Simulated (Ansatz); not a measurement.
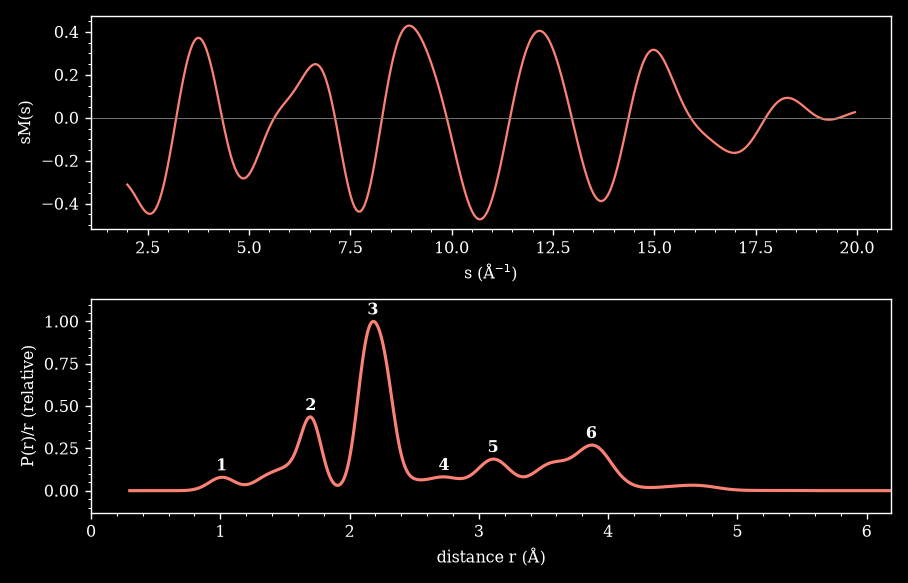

Simulated gas electron diffraction: reduced molecular intensity sM(s) from the Debye equation in the first Born approximation (top) and the radial distribution curve (bottom) of H5NSSi2. Each pair of atoms contributes with weight ZᵢZⱼ/r; damping constant 0.002 Å²; vibrational amplitudes assumed, not computed: 0.05 Å for bonds, 0.078 Å for bonds to H, 0.06 + 0.015 r up to 0.15 Å for other pairs. The geometry is the end point of an optimisation (Ansatz 0.2.0, RKS PBE0-D4/def2-SVP); it may be a saddle point or a higher isomer. SMILES: N[Si](=[SiH2])S.

Q: Read the positions of the numbered peaks and name the main pairs (– for bonds).

A: Peak 1, 1.01 Å: N–H 1.01 Å (×2)
Peak 2, 1.70 Å: Si–H 1.52–1.53 Å (×2), Si–N 1.70 Å, not resolved; in its flanks S–H 1.35 Å
Peak 3, 2.18 Å: S–Si 2.13 Å, Si–Si 2.26 Å, not resolved
Peak 4, 2.73 Å: Si···H 2.65–2.75 Å (×3), N···H 2.83 Å, not resolved
Peak 5, 3.11 Å: S···N 3.11 Å, S···H 3.20 Å, not resolved
Peak 6, 3.87 Å: S···H 3.69–4.08 Å (×2), S···Si 3.89 Å, not resolved; in its flanks Si···N 3.54 Å
